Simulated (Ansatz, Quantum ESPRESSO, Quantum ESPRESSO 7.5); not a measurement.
**Work function of Nb(100), 5 layers, one monolayer of Au on bridge sites**

How much energy does it take to lift an electron out of Nb(100), 5 layers, one monolayer of Au on bridge sites, and how far do the settings matter?

Calculated with Quantum ESPRESSO 7.5; plane-wave DFT, PBE, GBRV ultrasoft pseudopotentials (geometry and cross-check by Ansatz 0.2.0 with PAW datasets; geometry under PBE).

## Step 1: Set-up

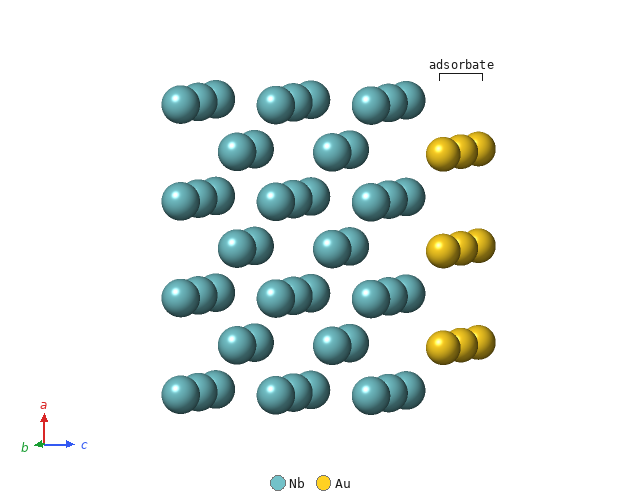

Start, viewed from the side, with the c axis across the page; niobium teal, gold yellow. 3×2×1 cells are drawn. Some periodic images of atoms are drawn too.

The cell holds 6 atoms: 5 Nb and 1 Au. Its edges and angles: a = 3.300 Å, b = 3.300 Å, c = 25.600 Å, α = 90.0°, β = 90.0°, γ = 90.0°. It derives from Nb. Vacuum lies along c.

## Step 2: Relaxation with Ansatz

The geometry comes first, from a plane-wave PAW code, so that the later runs on this slab share one structure.

Contents of input.yaml:

```yaml
crystal:
  lattice:
    - [3.3, 0.0, 0.0]
    - [0.0, 3.3, 0.0]
    - [0.0, 0.0, 25.6]
  atoms:
    - { symbol: Nb, position: [0.0, 0.0, 0.32421875] }
    - { symbol: Nb, position: [0.5, 0.5, 0.388671875] }
    - { symbol: Nb, position: [0.0, 0.0, 0.453125] }
    - { symbol: Nb, position: [0.5, 0.5, 0.517578125] }
    - { symbol: Nb, position: [0.0, 0.0, 0.58203125] }
    - { symbol: Au, position: [0.5, 0.0, 0.6799021079] }
kpoints:
  mp_grid: { grid: [8, 8, 1] }
hamiltonian:
  xc: pbe
scf:
  occupations: { method: fermi_dirac, width: 0.1 }
  convergence: { dr2_threshold: 1.0e-08 }
efield:
  axis: 3
  dipole_correction: true
  ramp_position: 0.97
  ramp_width: 0.04
relax:
  f_tol: 0.01
  constraints: [{ sites: [0, 1, 2] }]
output:
  write_potential: true
  write_density: true
  volumetric_format: npy
```

On the command line:

```sh
$ ansatz run input.yaml --threads 4 --pin off --max-ram 8192MiB --backend cpu --events-out ev --progress --plain --runs-dir out
```

Numbers of over 12 decimals in the logs are rounded to 6 here.

Log:

```text
Engine: ansatz 0.2.0, aarch64-unknown-linux-gnu
Pseudopotentials: kind: paw
Pseudopotential: Nb, paw, valence charge 13, recommended cutoff 420 eV (normal), Nb.paw.azcp
Pseudopotential: Au, paw, valence charge 19, recommended cutoff 420 eV (normal), Au.paw.azcp
Functional definition: PBE
  parameter kappa = 0.804
  parameter beta = 0.066725
  exchange = pbe_x(kappa = kappa, mu = beta*pi^2/3)
  correlation = pbe_c(beta = beta)
Crystal: 6 atoms, lattice volume = 278.784 Å³
Basis set: ecut = 420 eV, 5549 PW (Γ), exchange–correlation on 48×48×360 points (8 copies of the dense FFT grid, shifted against one another)
Bands: 51, of which v1, the nominal top of the filled ones, is band 42 counted from 1 (41 counted from 0)
Symmetry: 4 space group operations
Space group: Pmm2 (ITA 25), of the structure as read, at distance tolerance 6.5e-5 Å
k-points: 25 of 64
Non-local potential: Nb, projectors of the file, l = 0: 3, l = 1: 2, l = 2: 2, l = 3: 1
Non-local potential: Au, projectors of the file, l = 0: 3, l = 1: 2, l = 2: 2, l = 3: 1
PAW form: soft (Blöchl's): semilocal exchange-correlation on the pseudo side does not see the compensation charge
PAW one-centre angular grid: Nb, 590 points (default); XC on 64 Gauss nodes
PAW one-centre angular grid: Au, 590 points (default); XC on 64 Gauss nodes
Initial density: superposition of atomic densities (neutral atoms: chi_scale 0, normalization atom), corrected by the library's trained network
Initial wavefunctions: pseudopotential atomic-orbital guess
Functional: x = pbe(κ = 0.804, μ = 0.219515), c = pbe(β = 0.066725)
SCF iter   1: F=—  HF=-35907.706009 eV  |F-HF|=—  |Δ(HF+E_count)|=         —  Δρ=7.91e-3  dr2=2.71e0  ethr=1.77e-3  p=-0.055 e·Å  D=-3.58e-2 V/Å  ΔV_dip=0.92 eV  dr2_dipole=5.63e-2  V_vac-E_F(+/−)=4.88/3.97 eV  ⟨swp⟩=9.4  Hψ=5838  notcnv=0
efield: sawtooth ramp at fractional position 0.9700 (set: `efield.ramp_position`, or a place that a band, a saddle search or an elastic batch's reference lends), width 0.0400; the density the first Hamiltonian is built on has a dipole p = -0.055 e·Å; the dipole correction subtracts the counter field D = -3.58e-2 V/Å, which shifts the + side's vacuum level by +0.92 eV against the − side's; the planar-averaged density in the ramp window peaks in size at 2.3e-5 e/Å³
preconditioner: auto → LDOS  [metal: Δε(μ)=0.022 eV  Ē_g=3.596 eV  σ=0.100 eV  W_gap=0.06  n_scr=54 (ndim 8)  ℏωp=13.3 eV  f_vac=0.510  D(μ)=6.69/eV (n_scr^D=44)  β→1.0]
SCF iter   2: F=—  HF=-35907.630997 eV  |F-HF|=—  |Δ(HF+E_count)|=   7.50e-2  Δρ=3.95e-3  dr2=4.35e-1  ethr=1.77e-3  p=-0.049 e·Å  D=-3.20e-2 V/Å  ΔV_dip=0.82 eV  dr2_dipole=3.33e-3  V_vac-E_F(+/−)=4.43/3.61 eV  ⟨swp⟩=2.5  Hψ=1621  notcnv=0
SCF iter   3: F=—  HF=-35907.617588 eV  |F-HF|=—  |Δ(HF+E_count)|=   1.34e-2  Δρ=6.36e-4  dr2=6.75e-3  ethr=5.18e-4  p=-0.052 e·Å  D=-3.36e-2 V/Å  ΔV_dip=0.86 eV  dr2_dipole=2.76e-5  V_vac-E_F(+/−)=4.57/3.71 eV  ⟨swp⟩=2.0  Hψ=1419  notcnv=0
SCF iter   4: F=—  HF=-35907.618310 eV  |F-HF|=—  |Δ(HF+E_count)|=   7.22e-4  Δρ=3.36e-4  dr2=1.26e-3  ethr=8.04e-6  p=-0.049 e·Å  D=-3.17e-2 V/Å  ΔV_dip=0.81 eV  dr2_dipole=4.97e-9  V_vac-E_F(+/−)=4.51/3.70 eV  ⟨swp⟩=2.0  Hψ=1735  notcnv=0
SCF iter   5: F=—  HF=-35907.618233 eV  |F-HF|=—  |Δ(HF+E_count)|=   7.62e-5  Δρ=1.26e-4  dr2=9.38e-5  ethr=1.50e-6  p=-0.050 e·Å  D=-3.27e-2 V/Å  ΔV_dip=0.84 eV  dr2_dipole=2.25e-5  V_vac-E_F(+/−)=4.53/3.70 eV  ⟨swp⟩=2.0  Hψ=1723  notcnv=0
SCF iter   6: F=—  HF=-35907.618237 eV  |F-HF|=—  |Δ(HF+E_count)|=   3.91e-6  Δρ=5.34e-5  dr2=4.24e-5  ethr=1.12e-7  p=-0.050 e·Å  D=-3.22e-2 V/Å  ΔV_dip=0.82 eV  dr2_dipole=1.75e-7  V_vac-E_F(+/−)=4.53/3.70 eV  ⟨swp⟩=2.8  Hψ=1970  notcnv=0
SCF iter   7: F=—  HF=-35907.618239 eV  |F-HF|=—  |Δ(HF+E_count)|=   1.36e-6  Δρ=1.63e-5  dr2=5.31e-6  ethr=5.05e-8  p=-0.049 e·Å  D=-3.21e-2 V/Å  ΔV_dip=0.82 eV  dr2_dipole=6.27e-7  V_vac-E_F(+/−)=4.53/3.71 eV  ⟨swp⟩=2.0  Hψ=1634  notcnv=0
SCF iter   8: F=—  HF=-35907.618337 eV  |F-HF|=—  |Δ(HF+E_count)|=   9.85e-5  Δρ=6.90e-6  dr2=3.25e-7  ethr=6.32e-9  p=-0.049 e·Å  D=-3.20e-2 V/Å  ΔV_dip=0.82 eV  dr2_dipole=3.60e-9  V_vac-E_F(+/−)=4.53/3.71 eV  ⟨swp⟩=2.0  Hψ=1707  notcnv=0
SCF iter   9: F=—  HF=-35907.618337 eV  |F-HF|=—  |Δ(HF+E_count)|=   1.85e-8  Δρ=3.75e-6  dr2=8.73e-8  ethr=3.86e-10  p=-0.049 e·Å  D=-3.19e-2 V/Å  ΔV_dip=0.82 eV  dr2_dipole=9.65e-10  V_vac-E_F(+/−)=4.53/3.71 eV  ⟨swp⟩=2.2  Hψ=1938  notcnv=0
SCF iter  10: F=-35907.618337 eV  HF=-35907.618337 eV  |F-HF|=2.74e-9  |Δ(HF+E_count)|=   9.93e-9  Δρ=1.22e-6  dr2=9.51e-9  ethr=1.19e-11  p=-0.049 e·Å  D=-3.19e-2 V/Å  ΔV_dip=0.82 eV  dr2_dipole=4.88e-10  V_vac-E_F(+/−)=4.53/3.71 eV  ⟨swp⟩=8.7  Hψ=9490  notcnv=0
SCF 1 converged in 10 iterations: F = -35907.618337 eV  dr2 = 9.51e-9
  greatest PAW one-centre occupation: 1.000 electrons in one spin orbital (limit 2), on the Au atom at site 5 (counted from 0), in its partial waves of l = 0
relax step   1: F+E_penalty+E_count = -35907.61833727 eV  Δ(F+E_penalty+E_count) = +0.000e0 eV  max|allowed force component| = 1.142e0 eV/Å  Δτ_max = 0.0000 Å  (10 SCF iters, accepted)
Initial density: handed on by an earlier stage of this run
Initial wavefunctions: those handed on with the density
iter 1 solved again at ethr=2.53e-3 eV; its pass at ethr=3.10e-3 eV (dr2=2.12e0 eV) is discarded
SCF iter   1: F=—  HF=-35907.938315 eV  |F-HF|=—  |Δ(HF+E_count)|=         —  Δρ=1.21e-2  dr2=2.28e0  ethr=2.53e-3  p=-0.049 e·Å  D=-3.19e-2 V/Å  ΔV_dip=0.82 eV  dr2_dipole=1.03e-1  V_vac-E_F(+/−)=4.53/3.72 eV  ⟨swp⟩=1.0  Hψ=4369  notcnv=0
efield: sawtooth ramp at fractional position 0.9700 (set: `efield.ramp_position`, or a place that a band, a saddle search or an elastic batch's reference lends), width 0.0400; the density the first Hamiltonian is built on has a dipole p = -0.049 e·Å; the dipole correction subtracts the counter field D = -3.19e-2 V/Å, which shifts the + side's vacuum level by +0.82 eV against the − side's; the planar-averaged density in the ramp window peaks in size at 4.4e-6 e/Å³
preconditioner: auto → LDOS  [metal: Δε(μ)=0.024 eV  Ē_g=3.665 eV  σ=0.100 eV  W_gap=0.06  n_scr=54 (ndim 8)  ℏωp=13.3 eV  f_vac=0.515  D(μ)=7.57/eV (n_scr^D=54)  β→1.0]
SCF iter   2: F=—  HF=-35907.822354 eV  |F-HF|=—  |Δ(HF+E_count)|=   1.16e-1  Δρ=4.26e-3  dr2=1.17e-1  ethr=2.53e-3  p=-0.038 e·Å  D=-2.45e-2 V/Å  ΔV_dip=0.63 eV  dr2_dipole=1.97e-2  V_vac-E_F(+/−)=4.36/3.73 eV  ⟨swp⟩=2.4  Hψ=2024  notcnv=0
[...]
SCF iter   5: F=—  HF=-35907.860312 eV  |F-HF|=—  |Δ(HF+E_count)|=   1.14e-3  Δρ=2.92e-4  dr2=6.89e-4  ethr=6.19e-6  p=-0.038 e·Å  D=-2.47e-2 V/Å  ΔV_dip=0.63 eV  dr2_dipole=5.25e-6  V_vac-E_F(+/−)=4.35/3.72 eV  ⟨swp⟩=2.1  Hψ=2012  notcnv=0
SCF iter   6: F=—  HF=-35907.860199 eV  |F-HF|=—  |Δ(HF+E_count)|=   1.13e-4  Δρ=8.07e-5  dr2=2.62e-5  ethr=8.21e-7  p=-0.039 e·Å  D=-2.52e-2 V/Å  ΔV_dip=0.65 eV  dr2_dipole=3.54e-7  V_vac-E_F(+/−)=4.36/3.72 eV  ⟨swp⟩=2.0  Hψ=1855  notcnv=0
SCF iter   7: F=—  HF=-35907.860179 eV  |F-HF|=—  |Δ(HF+E_count)|=   2.08e-5  Δρ=1.77e-5  dr2=1.64e-6  ethr=3.12e-8  p=-0.039 e·Å  D=-2.53e-2 V/Å  ΔV_dip=0.65 eV  dr2_dipole=4.84e-8  V_vac-E_F(+/−)=4.37/3.72 eV  ⟨swp⟩=2.8  Hψ=2437  notcnv=0
SCF iter   8: F=—  HF=-35907.860282 eV  |F-HF|=—  |Δ(HF+E_count)|=   1.04e-4  Δρ=4.12e-6  dr2=4.29e-8  ethr=1.95e-9  p=-0.039 e·Å  D=-2.54e-2 V/Å  ΔV_dip=0.65 eV  dr2_dipole=1.59e-10  V_vac-E_F(+/−)=4.37/3.72 eV  ⟨swp⟩=2.2  Hψ=1770  notcnv=0
SCF iter   9: F=-35907.860283 eV  HF=-35907.860283 eV  |F-HF|=8.69e-9  |Δ(HF+E_count)|=   8.57e-8  Δρ=1.22e-6  dr2=3.91e-9  ethr=1.19e-11  p=-0.039 e·Å  D=-2.53e-2 V/Å  ΔV_dip=0.65 eV  dr2_dipole=8.48e-10  V_vac-E_F(+/−)=4.37/3.72 eV  ⟨swp⟩=10.8  Hψ=9410  notcnv=0
SCF 3 converged in 9 iterations: F = -35907.860283 eV  dr2 = 3.91e-9
relax step   3: F+E_penalty+E_count = -35907.86028255 eV  Δ(F+E_penalty+E_count) = -5.074e-2 eV  max|allowed force component| = 1.187e-1 eV/Å  Δτ_max = 0.1950 Å  (9 SCF iters, accepted)
[...]
relax step   4: F+E_penalty+E_count = -35907.86142134 eV  Δ(F+E_penalty+E_count) = -1.139e-3 eV  max|allowed force component| = 2.663e-2 eV/Å  Δτ_max = 0.0169 Å  (8 SCF iters, accepted)
SCF iter   1: F=—  HF=-35907.861486 eV  |F-HF|=—  |Δ(HF+E_count)|=         —  Δρ=2.60e-4  dr2=8.97e-4  ethr=5.03e-6  p=-0.040 e·Å  D=-2.58e-2 V/Å  ΔV_dip=0.66 eV  dr2_dipole=8.73e-6  V_vac-E_F(+/−)=4.38/3.72 eV  ⟨swp⟩=2.0  Hψ=1898  notcnv=0
efield: sawtooth ramp at fractional position 0.9700 (set: `efield.ramp_position`, or a place that a band, a saddle search or an elastic batch's reference lends), width 0.0400; the density the first Hamiltonian is built on has a dipole p = -0.040 e·Å; the dipole correction subtracts the counter field D = -2.58e-2 V/Å, which shifts the + side's vacuum level by +0.66 eV against the − side's; the planar-averaged density in the ramp window peaks in size at 4.1e-6 e/Å³
preconditioner: auto → LDOS  [metal: Δε(μ)=0.008 eV  Ē_g=3.831 eV  σ=0.100 eV  W_gap=0.02  n_scr=54 (ndim 8)  ℏωp=13.3 eV  f_vac=0.522  D(μ)=7.19/eV (n_scr^D=52)  β→1.0]
SCF iter   2: F=—  HF=-35907.861435 eV  |F-HF|=—  |Δ(HF+E_count)|=   5.04e-5  Δρ=9.12e-5  dr2=4.74e-5  ethr=1.07e-6  p=-0.039 e·Å  D=-2.56e-2 V/Å  ΔV_dip=0.66 eV  dr2_dipole=9.64e-6  V_vac-E_F(+/−)=4.37/3.72 eV  ⟨swp⟩=1.3  Hψ=1490  notcnv=0
SCF iter   3: F=—  HF=-35907.861418 eV  |F-HF|=—  |Δ(HF+E_count)|=   1.75e-5  Δρ=6.14e-5  dr2=3.62e-5  ethr=5.64e-8  p=-0.040 e·Å  D=-2.57e-2 V/Å  ΔV_dip=0.66 eV  dr2_dipole=1.86e-7  V_vac-E_F(+/−)=4.38/3.72 eV  ⟨swp⟩=2.6  Hψ=2465  notcnv=0
SCF iter   4: F=—  HF=-35907.861419 eV  |F-HF|=—  |Δ(HF+E_count)|=   1.02e-6  Δρ=2.08e-5  dr2=3.77e-6  ethr=4.31e-8  p=-0.040 e·Å  D=-2.57e-2 V/Å  ΔV_dip=0.66 eV  dr2_dipole=9.13e-8  V_vac-E_F(+/−)=4.38/3.72 eV  ⟨swp⟩=2.0  Hψ=1624  notcnv=0
SCF iter   5: F=—  HF=-35907.861515 eV  |F-HF|=—  |Δ(HF+E_count)|=   9.68e-5  Δρ=5.91e-6  dr2=5.06e-7  ethr=4.48e-9  p=-0.040 e·Å  D=-2.57e-2 V/Å  ΔV_dip=0.66 eV  dr2_dipole=4.02e-11  V_vac-E_F(+/−)=4.38/3.72 eV  ⟨swp⟩=2.0  Hψ=1774  notcnv=0
SCF iter   6: F=—  HF=-35907.861515 eV  |F-HF|=—  |Δ(HF+E_count)|=   2.34e-8  Δρ=1.71e-6  dr2=1.81e-8  ethr=6.02e-10  p=-0.040 e·Å  D=-2.57e-2 V/Å  ΔV_dip=0.66 eV  dr2_dipole=1.52e-9  V_vac-E_F(+/−)=4.38/3.72 eV  ⟨swp⟩=2.0  Hψ=1717  notcnv=0
SCF iter   7: F=-35907.861515 eV  HF=-35907.861515 eV  |F-HF|=2.74e-9  |Δ(HF+E_count)|=   5.24e-9  Δρ=4.82e-7  dr2=1.18e-9  ethr=1.19e-11  p=-0.040 e·Å  D=-2.57e-2 V/Å  ΔV_dip=0.66 eV  dr2_dipole=6.43e-12  V_vac-E_F(+/−)=4.38/3.72 eV  ⟨swp⟩=10.0  Hψ=9111  notcnv=0
SCF 5 converged in 7 iterations: F = -35907.861515 eV  dr2 = 1.18e-9
relax step   5: F+E_penalty+E_count = -35907.86151544 eV  Δ(F+E_penalty+E_count) = -9.410e-5 eV  max|allowed force component| = 1.753e-3 eV/Å  Δτ_max = 0.0030 Å  (7 SCF iters, accepted)
NSCF: frozen V_eff on 25 k-points
the band table was solved once a step of the walk had ended and its energy, with any forces and stress, was formed, with the checks that follow a solve (5817 applications of the Hamiltonian). They found nothing against the state; the energy, forces and stress were not computed again (output.eigenvalues in the input reference)
WARN: The output density's exchange-correlation potential varies sharply where the density is thin. Do not read a vacuum level from v_tot or v_xc, or from such a field of the output density. On a cell that repeats whose density bears no net charge and no dipole along the vacuum's axis use v_es (v_loc + v_h of the components); under efield.dipole_correction with no amplitude use v_es + v_field, which holds any externa [...]
SCF converged after 7 iterations
Free energy (F): -35907.861515 eV
Harris-Foulkes:  -35907.861515 eV  (|F-HF|=2.74e-9)
Internal energy: -35907.624345 eV  (E = F + TS)
E sigma→0 (E₀):  -35907.742930 eV
Entropy (-TS):   -0.237170 eV (-39.528 meV/atom)
Fermi energy:    4.649367 eV
Dipole field:    D = -0.025687 V/Å  (p = -0.039575 e·Å, saw-weighted, corrected)
Work function:   Φ+ = 4.3758 eV   Φ− = 3.7182 eV
Levels:          The Fermi level and band energies are counted from a zero that moves with the ramp; work functions are not
--- Per-component energies (eV) ---
  E_band       = -1705.435072
  E_kinetic    = 2571.559884
  E_local      = -91067.589298  (includes V_loc(G=0)·N_el)
  E_nonlocal   = 674.110853
  E_hartree    = 44175.063751
  E_xc         = -1100.844762
  E_vxc        = -1333.139800  (∫ρ·V_xc dr)
  E_paw        = -25074.081834  (= ΣΔE_a)
  E_vpaw       = -901.104396  (= ΣTr[D̂ρ^β])
  E_aug_tail   = 0.001440  (compensation charges beyond the density's cutoff)
  E_efield     = 0.000508  (sawtooth field / dipole correction)
  E_vefield    = 0.602686  (∫n·V_field dr)
  E_ewald      = 33914.155113
  E_smearing   = -0.237170  (= −TS)
  E_closure    = 0.000000  (closes the sum)
  Σ components = -35907.861515   (vs F -35907.861515, Δ=0.00e0)
--- Forces (eV/Å), atoms counted from 1 ---
  atom   1  Nb     0.00000000     0.00000000     1.14820168
  atom   2  Nb     0.00000000     0.00000000    -1.18362296
  atom   3  Nb     0.00000000     0.00000000     0.03569586
  atom   4  Nb     0.00000000     0.00000000     0.00175344
  atom   5  Nb     0.00000000     0.00000000    -0.00169085
  atom   6  Au     0.00000000     0.00000000    -0.00032144
  max |Σ_I F_I| component: 1.57e-5 eV/Å
--- Band table (eV; the first three rows and the last of 25) ---
  k-point 0: bands = [... 38 lower, 4.7348, 4.8491, 4.8492, 4.9981, 5.0625, 5.0837, 5.3386, 5.5877, ... 5 higher]
  k-point 1: bands = [... 38 lower, 4.4688, 4.4926, 4.5207, 4.7092, 5.1461, 5.1622, 5.2131, 5.3394, ... 5 higher]
  k-point 2: bands = [... 38 lower, 3.9128, 3.9947, 4.3999, 4.6549, 4.7278, 4.8945, 5.1104, 5.9123, ... 5 higher]
  k-point 24: bands = [... 38 lower, 3.6638, 3.6933, 4.7646, 4.9729, 6.0777, 6.2946, 6.8659, 7.0274, ... 5 higher]
--- Relaxed structure (5 steps of the walk, 5 accepted, 0 SCFs on fresh bases) ---
  F+E_penalty+E_count = -35907.86151544 eV   max|allowed force component| = 1.753e-3 eV/Å
  atoms:
    - { symbol: Nb, position: [0.0, 0.0, 0.32421875] }
    - { symbol: Nb, position: [0.5, 0.5, 0.388672] }
    - { symbol: Nb, position: [0.0, 0.0, 0.453125] }
    - { symbol: Nb, position: [0.5, 0.5, 0.518495] }
    - { symbol: Nb, position: [0.0, 0.0, 0.579722] }
    - { symbol: Au, position: [0.5, 0.0, 0.665260] }
```

Wall time 43 s (4 threads of Arm Neoverse V1, shared host); peak memory 0.74 GiB; 2.8 min of CPU time.

The steps of the relaxation:

```
step  energy less that of the first step (eV)  largest force component (eV/Å)
   1                                   0.0000                          1.1422
   2                                  -0.1912                          0.4928
   3                                  -0.2419                          0.1187
   4                                  -0.2431                          0.0266
   5                                  -0.2432                          0.0018
```

Forces are held to the 4 operations that the run works with; a distortion that breaks them can't arise in this run.

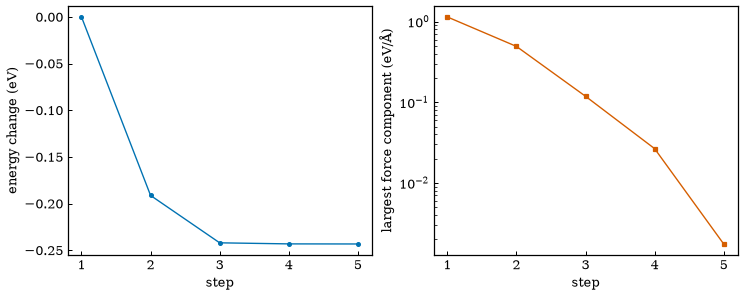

Energy and largest force along the relaxation.

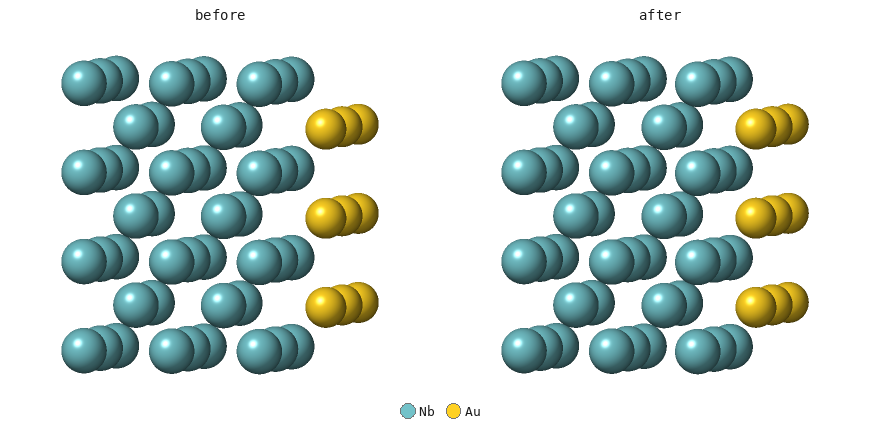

The structure before and after the relaxation, drawn at the same scale.

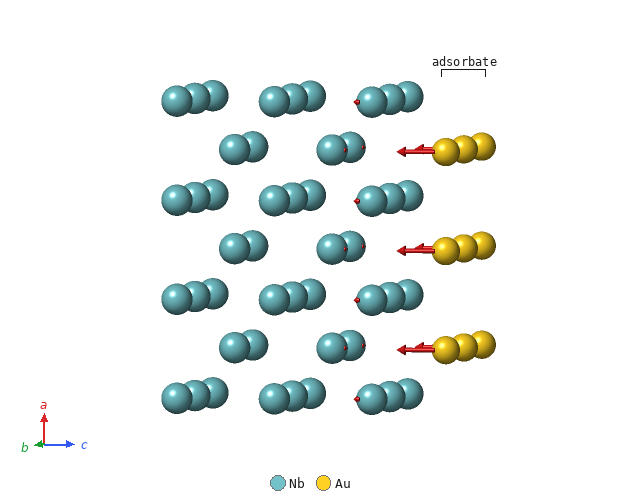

Displacements in the relaxation, exaggerated; the longest in the cell stands for 0.37 Å. 3×2×1 cells are drawn. Some periodic images of atoms are drawn too.

The atoms that moved most (Å):

```
atom     dx     dy      dz  length
 Au6  0.000  0.000  -0.375   0.375
 Nb5  0.000  0.000  -0.059   0.059
 Nb4  0.000  0.000   0.023   0.023
```

The relaxed structure:

```xyz
6
Lattice="3.3000 0.0000 0.0000 0.0000 3.3000 0.0000 0.0000 0.0000 25.6000" Properties=species:S:1:pos:R:3
Nb    0.0000    0.0000    8.3000
Nb    1.6500    1.6500    9.9500
Nb    0.0000    0.0000   11.6000
Nb    1.6500    1.6500   13.2735
Nb    0.0000    0.0000   14.8409
Au    1.6500    0.0000   17.0307
```

The relaxation lowers the energy by 41 meV an atom. Held were the atoms numbered 1, 2 and 3; the forces quoted are those on the free ones.

This step gave:

```
free energy                     : -35907.8615 eV
energy at zero smearing         : -35907.7429 eV
smearing term TS                : 0.2372 eV
Fermi energy                    : 4.649 eV
symmetry operations             : 4
work function of the upper face : 4.376 eV
work function of the lower face : 3.718 eV
dipole along the normal         : -0.03958 e·Å
```

[end of part 1 of 6]

[Logs are printed without paths, hosts, clocks, repeated set-up lines and the standing remarks that a program may print on its own settings, such as how far it seeks lower states.]

[Hosts, paths, dates, database ids (printed as entryN), source tags and the programs' standing remarks are cut or masked in the printed files.]

[Maps of the electrostatic potential energy from Ansatz leave out the sawtooth potential of an applied field or a dipole correction, so their vacuum need not be flat; planar profiles and work functions include it.]
